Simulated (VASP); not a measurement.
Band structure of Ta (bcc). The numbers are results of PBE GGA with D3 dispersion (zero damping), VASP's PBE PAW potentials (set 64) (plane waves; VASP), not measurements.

Unless said otherwise, spin-orbit coupling is left out, though it shifts the bands of the heavy elements here.

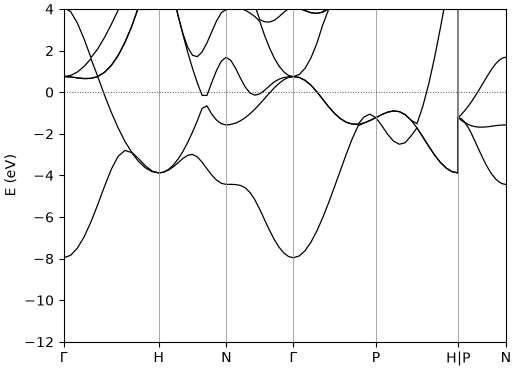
Figure. Bands along high-symmetry lines, zero at the valence-band maximum or, without a gap, the Fermi level

Q: Read the plot: is there a gap, and where are the band edges?

A: It has no gap at this level: it comes out as a metal or semimetal. (Edges off the drawn lines would not show.)

The compound is Ta in the bcc structure. It was relaxed first.
